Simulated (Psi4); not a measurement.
# [CF3]+ (SMILES F[C+](F)F) at HSE06/def2-SVPD

What is the vertical ionisation energy of [CF3]+ at HSE06/def2-SVPD? The job is set up through a QCSchema input.

The calculation is run with Psi4 1.11.

**1. Starting point**

[CF3]+: 4 atoms, total charge +1, spin state singlet. As SMILES, `F[C+](F)F`. Geometry: relaxed at PBE0-D4/def2-TZVP.

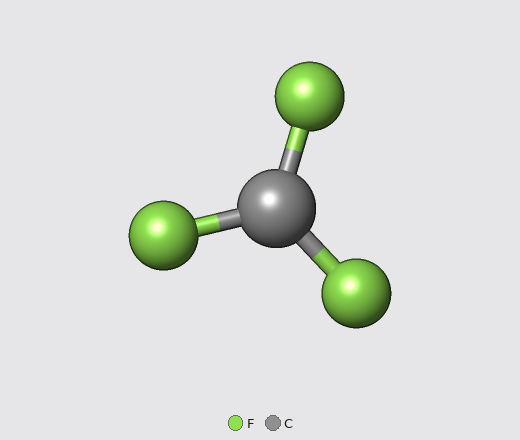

The structure, seen from a chosen angle (fluorine green, carbon grey).

**2. Energy and forces at HSE06/def2-SVPD**

Contents of cf3.json:

```json
{
 "schema_name": "qcschema_input",
 "schema_version": 1,
 "molecule": {
  "schema_name": "qcschema_molecule",
  "schema_version": 2,
  "symbols": ["F", "C", "F", "F"],
  "geometry": [1.32016267, -0.21656261, 1.89993065, 0.0, 0.0, 0.0, -1.15178807, -1.83945941, -0.83034566, -0.16818563, 2.05602202, -1.06958499],
  "molecular_charge": 1,
  "molecular_multiplicity": 1,
  "fix_symmetry": "c1"
 },
 "driver": "gradient",
 "model": {
  "method": "hse06",
  "basis": "def2-SVPD"
 },
 "keywords": {
  "puream": true,
  "e_convergence": 1e-09,
  "d_convergence": 1e-08,
  "scf_type": "pk",
  "dft_radial_points": 99,
  "dft_spherical_points": 590
 }
}
```

Command:

```bash
psi4 --qcschema cf3.json -n 1 --memory 2200MB
```

stdout, shortened:

```text
[...]
  Running in c1 symmetry.
[...]
  Nuclear repulsion =  130.092792062565593
[...]
  Multiplicity = 1
[...]
  Nalpha       = 16
  Nbeta        = 16
[...]
    Number of basis functions: 89
[...]
   @RKS iter   1:  -336.63769696625798    6.31935e-01   4.72955e-03 DIIS/ADIIS
[...]
   @RKS iter   9:  -336.69905187693303   -9.72022e-12   6.33680e-10 DIIS
[...]
    Orbital Energies [Eh]
    ---------------------
    Doubly Occupied:
       1A    -25.201419     2A    -25.201417     3A    -25.201220
       4A    -10.898436     5A     -1.748281     6A     -1.654917
       7A     -1.654913     8A     -1.059078     9A     -1.000738
      10A     -1.000734    11A     -0.964187    12A     -0.846197
      13A     -0.846188    14A     -0.829972    15A     -0.829970
      16A     -0.790898
[...]
  @RKS Final Energy:  -336.69905187693303
   => Energetics <=
    Nuclear Repulsion Energy =            130.0927920625655929
    One-Electron Energy =                -714.1101094085657905
    Two-Electron Energy =                 275.1803514058734095
    DFT Exchange-Correlation Energy =     -27.8620859368061566
    Empirical Dispersion Energy =           0.0000000000000000
    VV10 Nonlocal Energy =                  0.0000000000000000
    Total Energy =                       -336.6990518769330265
[...]
 Multipole Moments:
 ------------------------------------------------------------------------------------
     Multipole            Electronic (a.u.)      Nuclear  (a.u.)        Total (a.u.)
 ------------------------------------------------------------------------------------
 L = 1.  Multiply by 2.5417464519 to convert [e a0] to [Debye]
 Dipole X            :         -0.0000310           -0.0000164           -0.0000474
 Dipole Y            :          0.0000119            0.0000000            0.0000119
 Dipole Z            :          0.0000020            0.0000000            0.0000020
 Magnitude           :                                                    0.0000489
[...]
  -Total Gradient:
     Atom            X                  Y                   Z
    ------   -----------------  -----------------  -----------------
       1       -0.000172145240     0.000040545088    -0.000259912921
       2       -0.000003850546     0.000013692804     0.000010578534
       3        0.000137471897     0.000206136893     0.000097422939
       4        0.000040664749    -0.000262880516     0.000155907181
[...]
```

The result, in JSON:

```text
{
 "driver": "gradient",
 "model": {
  "method": "hse06",
  "basis": "def2-SVPD"
 },
 "success": true,
 "return_result": [-0.00017214524015035648, 4.0545088031959664e-05, -0.0002599129205221873, -3.850545752790587e-06, 1.3692803837070458e-05, 1.0578534451347357e-05, 0.00013747189690710426, 0.00020613689315185368, 9.742293894238196e-05, 4.0664749211473394e-05, -0.0002628805156152936, 0.00015590718055416564],
 "properties": {
  "calcinfo_nbasis": 89,
  "calcinfo_nmo": 89,
  "calcinfo_nalpha": 16,
  "calcinfo_nbeta": 16,
  "calcinfo_natom": 4,
  "nuclear_repulsion_energy": 130.0927920625656,
  "return_energy": -336.699051876933,
  "return_gradient": [-0.00017214524015035648, 4.0545088031959664e-05, -0.0002599129205221873, -3.850545752790587e-06, 1.3692803837070458e-05, 1.0578534451347357e-05, 0.00013747189690710426, 0.00020613689315185368, 9.742293894238196e-05, 4.0664749211473394e-05, -0.0002628805156152936, 0.00015590718055416564],
  "scf_one_electron_energy": -714.1101094085658,
  "scf_two_electron_energy": 275.1803514058734,
  "scf_xc_energy": -27.862085936806157,
  "scf_dipole_moment": [-4.742905762977756e-05, 1.1912733078656146e-05, 2.007922341729085e-06],
  "scf_total_energy": -336.699051876933,
  "scf_total_gradient": [-0.00017214524015035648, 4.0545088031959664e-05, -0.0002599129205221873, -3.850545752790587e-06, 1.3692803837070458e-05, 1.0578534451347357e-05, 0.00013747189690710426, 0.00020613689315185368, 9.742293894238196e-05, 4.0664749211473394e-05, -0.0002628805156152936, 0.00015590718055416564],
  "scf_iterations": 9
 }
}
```

Wall time 60 s (1 thread of Intel Xeon at 2.50GHz (Skylake/Cascade Lake), shared host); peak memory 0.94 GiB.

**3. Doublet [CF3]2+: a single-point energy at UHSE06/def2-SVPD**

Contents of cf3.json:

```json
{
  "schema_name": "qcschema_input",
  "schema_version": 1,
  "molecule": {
    "schema_name": "qcschema_molecule",
    "schema_version": 2,
    "symbols": ["F", "C", "F", "F"],
    "geometry": [1.32016267, -0.21656261, 1.89993065, 0.0, 0.0, 0.0, -1.15178807, -1.83945941, -0.83034566, -0.16818563, 2.05602202, -1.06958499],
    "molecular_charge": 2,
    "molecular_multiplicity": 2,
    "fix_symmetry": "c1"
  },
  "driver": "energy",
  "model": {
    "method": "hse06",
    "basis": "def2-SVPD"
  },
  "keywords": {
    "reference": "uks",
    "puream": true,
    "e_convergence": 1e-09,
    "d_convergence": 1e-08,
    "scf_type": "pk",
    "dft_radial_points": 99,
    "dft_spherical_points": 590,
    "maxiter": 100
  }
}
```

Command:

```bash
psi4 --qcschema cf3.json -n 1 --memory 2200MB
```

stdout, shortened:

```text
[...]
  Running in c1 symmetry.
[...]
  Nuclear repulsion =  130.092792062565593
[...]
  Multiplicity = 2
[...]
  Nalpha       = 16
  Nbeta        = 15
[...]
    Number of basis functions: 89
[...]
   @UKS iter   1:  -335.69393722648522    1.57569e+00   4.53661e-03 DIIS/ADIIS
[...]
   @UKS iter  11:  -335.77026411420468   -8.95284e-11   3.93885e-09 DIIS
[...]
   @S^2 Observed:                7.559446803E-01
[...]
    Orbital Energies [Eh]
    ---------------------
    Alpha Occupied:
       1A    -25.623821     2A    -25.623813     3A    -25.623617
       4A    -11.273348     5A     -2.137525     6A     -2.048843
       7A     -2.048839     8A     -1.428251     9A     -1.378985
      10A     -1.378981    11A     -1.327360    12A     -1.248273
      13A     -1.248261    14A     -1.208288    15A     -1.205249
      16A     -1.205243
    Alpha Virtual:
      17A     -0.760920    18A     -0.569901    19A     -0.388761
      20A     -0.388734    21A     -0.353653    22A     -0.318852
      23A     -0.297521    24A     -0.297520    25A     -0.233241
[...]
  @UKS Final Energy:  -335.77026411420468
   => Energetics <=
    Nuclear Repulsion Energy =            130.0927920625655929
    One-Electron Energy =                -701.5778548665416565
    Two-Electron Energy =                 263.1537883887742737
    DFT Exchange-Correlation Energy =     -27.4389896990029349
    Empirical Dispersion Energy =           0.0000000000000000
    VV10 Nonlocal Energy =                  0.0000000000000000
    Total Energy =                       -335.7702641142046787
[...]
 Multipole Moments:
 ------------------------------------------------------------------------------------
     Multipole            Electronic (a.u.)      Nuclear  (a.u.)        Total (a.u.)
 ------------------------------------------------------------------------------------
 L = 1.  Multiply by 2.5417464519 to convert [e a0] to [Debye]
 Dipole X            :         -0.0000189           -0.0000164           -0.0000353
 Dipole Y            :         -0.0000022            0.0000000           -0.0000022
 Dipole Z            :          0.0000268            0.0000000            0.0000268
 Magnitude           :                                                    0.0000444
[...]
```

The result, in JSON:

```text
{
 "driver": "energy",
 "model": {
  "method": "hse06",
  "basis": "def2-SVPD"
 },
 "success": true,
 "return_result": -335.7702641142047,
 "properties": {
  "calcinfo_nbasis": 89,
  "calcinfo_nmo": 89,
  "calcinfo_nalpha": 16,
  "calcinfo_nbeta": 15,
  "calcinfo_natom": 4,
  "nuclear_repulsion_energy": 130.0927920625656,
  "return_energy": -335.7702641142047,
  "scf_one_electron_energy": -701.5778548665417,
  "scf_two_electron_energy": 263.1537883887743,
  "scf_xc_energy": -27.438989699002935,
  "scf_dipole_moment": [-3.529354431441867e-05, -2.2489872002484645e-06, 2.6843315175106852e-05],
  "scf_total_energy": -335.7702641142047,
  "scf_iterations": 11
 }
}
```

Wall time 62 s (1 thread of Intel Xeon at 2.50GHz (Skylake/Cascade Lake), shared host); peak memory 0.94 GiB.

**4. Results**

At HSE06/def2-SVPD:

| quantity | value |
| --- | --- |
| singlet [CF3]+: total energy | -336.69905 Eh |
| singlet [CF3]+: HOMO energy | -21.52 eV |
| singlet [CF3]+: LUMO energy | -11.03 eV |
| singlet [CF3]+: HOMO–LUMO gap | 10.49 eV |
| singlet [CF3]+: largest force on an atom | 0.016 eV/Å |
| doublet [CF3]2+: total energy | -335.77026 Eh |
| doublet [CF3]2+: HOMO energy (highest over α and β) | -31.77 eV |
| doublet [CF3]2+: LUMO energy (lowest over α and β) | -29.05 eV |
| doublet [CF3]2+: ⟨S²⟩ | 0.756 |
| vertical ionisation energy (to the doublet dication) | 25.274 eV |

What this shows: Removing an electron at fixed nuclei costs 25.27 eV (583 kcal/mol). −ε(HOMO) before ionisation, 21.52 eV, is 3.75 eV below this ionisation energy.
